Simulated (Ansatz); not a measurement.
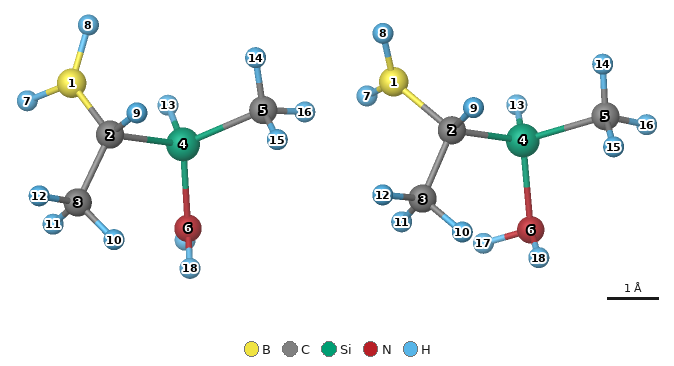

Two geometries of C₃H₁₂BNSi, drawn at one scale. One is the start of a relaxation, the other its converged end. A ball-and-stick model, seen face on.

These are results of RKS PBE/6-31G (Ansatz), not measurements. (no spin polarisation; force threshold 0.015 eV/Å; at most 40 steps)

> Which of the two is the end point?

The left one is the relaxed one. The run prepares an end point of a later path (torsion) calculation, from a guessed geometry. The atom that moves furthest after the best rigid fit is H8 (1.08 Å). Largest moves by element: H 1.08 Å, C 0.34 Å, B 0.31 Å, N 0.13 Å, Si 0.10 Å. Some distances before and after: B1–Si4 2.907 → 2.594 Å, C2–Si4 1.850 → 2.014 Å, Si4–H13 1.418 → 1.522 Å, B1–H8 1.130 → 1.211 Å. Bond angles that change, for instance: B1–C2–Si4 114.6° → 92.9°, Si4–N6–H17 104.9° → 121.6°, Si4–N6–H18 108.7° → 123.6°. Groups turn about B1–C2 by about 30°. After 15 accepted moves (18 points after the start) the energy has fallen by 25.9 kcal/mol. Largest force component: 2.6 eV/Å at the start, 0.0063 eV/Å at the end. The line search rejected the trial steps at points 9, 12, 16 of the run.
